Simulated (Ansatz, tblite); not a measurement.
**Al15As15 wurtzite bond sphere (Al15As15H34): spin states and exact exchange**

Is the singlet the ground state of Al15As15 wurtzite bond sphere (Al15As15H34)? Other spin states are computed and compared level by level.

Computed with Ansatz 0.2.0, Gaussian basis. Level: as each input shows.

Plan: triplet, at the geometry of the singlet (GFN1-xTB, GFN2-xTB, PBE0-D4/def2-SVP, PBE-D4/def2-SVP); the singlet's energies come from earlier runs.

1 further run of the same task is left out (set aside as unsound or not needed).

### 1 The geometry

The geometry is that of the singlet, from an earlier relaxation (PBE-D4/def2-SVP).

64 atoms, charge 0, spin multiplicity 1.

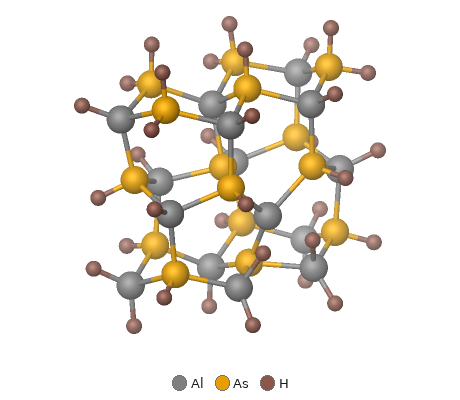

The geometry (aluminium grey, arsenic amber, hydrogen brown).

### 2 Triplet at the fixed geometry, GFN1-xTB

Tight binding, by tblite at 300 K electronic temperature and without a spin-polarisation term:

```python
tblite.interface.Calculator('GFN1-xTB', numbers, positions, charge=0, uhf=2).singlepoint()
```

Energy -2004.9345 eV; 1.8 s.

### 3 Triplet at the fixed geometry, GFN2-xTB

Tight binding, by tblite at 300 K electronic temperature and without a spin-polarisation term:

```python
tblite.interface.Calculator('GFN2-xTB', numbers, positions, charge=0, uhf=2).singlepoint()
```

Energy -1878.0613 eV; 2 s.

### 4 Triplet at the fixed geometry, PBE0-D4/def2-SVP

Contents of in.yaml:

```yaml
crystal:
  periodic: [false, false, false]
  atoms:
    - {symbol: Al, position_ang: [1.015987, -4.315838, -2.795932]}
    - {symbol: As, position_ang: [-0.915618, -2.854911, -3.511133]}
    - {symbol: As, position_ang: [0.985629, -3.906623, -0.376616]}
    - {symbol: Al, position_ang: [-1.088577, -2.701898, 0.381299]}
    - {symbol: Al, position_ang: [0.965542, -4.252576, 3.744352]}
    - {symbol: As, position_ang: [-1.035763, -2.996219, 2.836761]}
    - {symbol: Al, position_ang: [-0.975722, -0.564488, -2.490763]}
    - {symbol: As, position_ang: [-2.931274, 0.629252, -3.511223]}
    - {symbol: As, position_ang: [-0.571593, -0.330852, -0.133949]}
    - {symbol: Al, position_ang: [-2.884692, 0.403265, 0.381145]}
    - {symbol: Al, position_ang: [-1.491157, -0.862444, 4.010410]}
    - {symbol: As, position_ang: [-3.113815, 0.595919, 2.836576]}
    - {symbol: Al, position_ang: [-3.234753, 3.032110, -2.796048]}
    - {symbol: As, position_ang: [-2.894950, 2.801890, -0.376756]}
    - {symbol: Al, position_ang: [-3.205515, 2.957177, 3.744101]}
    - {symbol: As, position_ang: [2.897387, -2.833813, -3.565559]}
    - {symbol: Al, position_ang: [3.112687, -2.895763, 0.451115]}
    - {symbol: As, position_ang: [2.843341, -2.772886, 2.901808]}
    - {symbol: Al, position_ang: [3.104729, -0.430285, -2.808827]}
    - {symbol: As, position_ang: [0.949683, 0.549208, -3.568261]}
    - {symbol: As, position_ang: [2.999695, -0.522770, -0.342845]}
    - {symbol: Al, position_ang: [1.704349, 0.986236, 1.265735]}
    - {symbol: Al, position_ang: [2.893339, -0.400805, 3.623457]}
    - {symbol: As, position_ang: [0.572177, 0.331313, 3.361525]}
    - {symbol: Al, position_ang: [1.174908, 2.905640, -2.808687]}
    - {symbol: As, position_ang: [-1.011991, 3.924099, -3.565560]}
    - {symbol: As, position_ang: [1.042375, 2.860871, -0.342598]}
    - {symbol: Al, position_ang: [-0.958465, 4.142030, 0.451160]}
    - {symbol: Al, position_ang: [1.094413, 2.708475, 3.623937]}
    - {symbol: As, position_ang: [-0.986660, 3.847530, 2.901877]}
    - {symbol: H, position_ang: [1.007777, -5.764297, -3.463283]}
    - {symbol: H, position_ang: [-2.221033, -3.587093, -3.241515]}
    - {symbol: H, position_ang: [-1.022841, -2.744928, -5.030139]}
    - {symbol: H, position_ang: [0.967647, -5.316274, 0.207317]}
    - {symbol: H, position_ang: [-2.360806, -3.321718, -0.386522]}
    - {symbol: H, position_ang: [1.073863, -5.638860, 2.932994]}
    - {symbol: H, position_ang: [0.940398, -4.198036, 5.346440]}
    - {symbol: H, position_ang: [-2.217640, -3.926911, 3.108716]}
    - {symbol: H, position_ang: [-4.216739, -0.137408, -3.241593]}
    - {symbol: H, position_ang: [-2.889270, 0.481511, -5.030233]}
    - {symbol: H, position_ang: [-4.056126, -0.390637, -0.386823]}
    - {symbol: H, position_ang: [-1.690069, -0.977539, 5.590059]}
    - {symbol: H, position_ang: [-4.509791, 0.035231, 3.108364]}
    - {symbol: H, position_ang: [-4.494505, 3.746995, -3.463448]}
    - {symbol: H, position_ang: [-4.126032, 3.488742, 0.207303]}
    - {symbol: H, position_ang: [-4.353259, 3.742035, 2.932617]}
    - {symbol: H, position_ang: [-3.170942, 2.908144, 5.346198]}
    - {symbol: H, position_ang: [3.039183, -2.905990, -5.083787]}
    - {symbol: H, position_ang: [4.180098, -3.570315, -3.201115]}
    - {symbol: H, position_ang: [4.401722, -3.635390, -0.156556]}
    - {symbol: H, position_ang: [4.141597, -3.402530, 3.404119]}
    - {symbol: H, position_ang: [4.385624, 0.247465, -3.479746]}
    - {symbol: H, position_ang: [0.927771, 0.536634, -5.096880]}
    - {symbol: H, position_ang: [4.466939, -0.163734, -0.069404]}
    - {symbol: H, position_ang: [3.837683, -0.055096, 4.863592]}
    - {symbol: H, position_ang: [3.298784, 0.538166, 2.242352]}
    - {symbol: H, position_ang: [2.401071, 3.678021, -3.479611]}
    - {symbol: H, position_ang: [-1.003716, 4.083025, -5.083794]}
    - {symbol: H, position_ang: [-1.011008, 5.403242, -3.201183]}
    - {symbol: H, position_ang: [2.085189, 3.953661, -0.069061]}
    - {symbol: H, position_ang: [-0.956857, 5.628098, -0.156718]}
    - {symbol: H, position_ang: [1.864962, 3.354376, 4.864092]}
    - {symbol: H, position_ang: [2.110158, 2.591652, 2.242690]}
    - {symbol: H, position_ang: [-0.885540, 5.286915, 3.404067]}
basis:
  gaussian: {orbitals: def2-SVP, fitting: {mean_field: def2-universal-jkfit}}
magnetization: {spin_polarized: true, initial_magnetization: 2}
hamiltonian: {xc: pbe0, dispersion: d4}
scf: {omitted_lower_state_checks: [starts]}
output: {orbitals: {seedname: orbitals}}
```

On the command line:

```
$ ansatz run in.yaml --threads 11 --pin off --events-out ev --progress --plain --max-ram 110592MiB --backend cuda --devices 0, --max-vram 75GiB
```

The program printed:

```text
Functional definition: PBE0
  name "PBE0"
  cite "Adamo & Barone, J. Chem. Phys. 110, 6158 (1999) doi:10.1063/1.478522"
  cite "Perdew, Burke & Ernzerhof, Phys. Rev. Lett. 77, 3865 (1996) doi:10.1103/PhysRevLett.77.3865"
  parent pbe
  parameter a = 0.25
  parameter kappa = 0.804
  parameter beta = 0.06672455060314922
  exchange = (1 - a)*pbe_x(kappa = kappa, mu = beta*pi^2/3) + a*exact_x
  correlation = pbe_c(beta = beta)
these checks for a lower state are left out or cut short: starts
6522 factors; integrals over basis functions are off by at most 3.6e-1 eV
mean field evaluation 1: about -1011844.3892 eV, gradient 3.0e1 eV
mean field evaluation 2: about -1011832.1238 eV, gradient 4.7e1 eV
mean field evaluation 4: about -1011849.6293 eV, gradient 1.0e1 eV
mean field evaluation 8: about -1011850.5197 eV, gradient 1.0e0 eV
mean field evaluation 16: about -1011850.5445 eV, gradient 7.7e-2 eV
mean field evaluation 32: about -1011850.5449 eV, gradient 8.8e-5 eV
mean field -1011850.54487326 eV, -37184.8216671596 hartree, gradient 1.4e-5 eV, S^2 2.006997; 0 other end points of the search recorded, 0 dependent functions left out
reference -1011850.54496479 eV, -37184.8216705230 hartree; 363, 361 occupied and 557, 559 virtual orbitals, 6522 factors
Total energy: -1011855.83534693 eV, -37185.0160884809 hartree
Checks for a lower state left out: starts
```

It took 27 s on 1 × H100 with 11 threads of AMD EPYC 7R13, shared host; peak host memory 1.9 GiB.

HOMO -3.13 eV, LUMO -5.42 eV (over both spins; with the spin held, an empty level of the minority spin lies below the top filled one); ⟨S²⟩ 2.007 (pure: 2.00).

### 5 Triplet at the fixed geometry, PBE-D4/def2-SVP

start.molden holds the orbitals of an earlier run on this state, given as this run's starting guess.

Changes to in.yaml since step 4:

```diff
@@ -68,5 +68,5 @@
 basis:
-  gaussian: {orbitals: def2-SVP, fitting: {mean_field: def2-universal-jkfit}}
+  gaussian: {orbitals: def2-SVP, fitting: {mean_field: def2-universal-jkfit}, initial_orbitals: start.molden}
 magnetization: {spin_polarized: true, initial_magnetization: 2}
-hamiltonian: {xc: pbe0, dispersion: d4}
+hamiltonian: {xc: pbe, dispersion: d4}
 scf: {omitted_lower_state_checks: [starts]}
```

Launched as before.

The program printed:

```text
Functional definition: PBE
  name "PBE"
  cite "Perdew, Burke & Ernzerhof, Phys. Rev. Lett. 77, 3865 (1996) doi:10.1103/PhysRevLett.77.3865"
  parent pbe
  parameter kappa = 0.804
  parameter beta = 0.06672455060314922
  exchange = pbe_x(kappa = kappa, mu = beta*pi^2/3)
  correlation = pbe_c(beta = beta)
these checks for a lower state are left out or cut short: starts
6522 factors; integrals over basis functions are off by at most 3.6e-1 eV
mean field evaluation 1: about -1011811.2219 eV, gradient 1.5e1 eV
mean field evaluation 2: about -1011812.0570 eV, gradient 9.3e-1 eV
mean field evaluation 4: about -1011812.0695 eV, gradient 1.6e-1 eV
mean field evaluation 8: about -1011812.0702 eV, gradient 5.3e-3 eV
mean field evaluation 16: about -1011812.0702 eV, gradient 6.7e-5 eV
mean field -1011812.07024410 eV, -37183.4077506169 hartree, gradient 5.0e-6 eV, S^2 2.002920; 0 other end points of the search recorded, 0 dependent functions left out
reference -1011812.07036782 eV, -37183.4077551634 hartree; 363, 361 occupied and 557, 559 virtual orbitals, 6522 factors
Total energy: -1011817.81722465 eV, -37183.6189482566 hartree
Checks for a lower state left out: starts
```

Run time: 16 s. Hardware: 1 × H100 with 11 threads of AMD EPYC 7R13, shared host; peak host memory 1.8 GiB.

HOMO -2.84 eV, LUMO -5.76 eV (over both spins; with the spin held, an empty level of the minority spin lies below the top filled one); ⟨S²⟩ 2.003 (pure: 2.00).

### 6 Triplet less singlet, vertical

The singlet's energies are those of its earlier runs, whose logs aren't repeated here.

```
           level  triplet less singlet, vertical (kcal/mol)   time
        GFN1-xTB                                      +45.6  3.1 s
        GFN2-xTB                                      +53.1  3.6 s
 PBE-D4/def2-SVP                                      +65.7   23 s
PBE0-D4/def2-SVP                                      +76.6   37 s
```

Times add the two runs; a level without a time comes out of a correlated run. Tight binding without a spin term can't rank spin states.

### 7 Results

```
                                               quantity                                       value
triplet less singlet, vertical, functionals in def2-SVP  +65.7 (PBE-D4) to +76.6 kcal/mol (PBE0-D4)
```

In words: All functionals put the triplet above the singlet, over a spread of 10.9 kcal/mol. The checks for a lower triplet were left out, so another state of that spin may lie lower. These are electronic energies, without zero-point motion, entropy or surroundings.
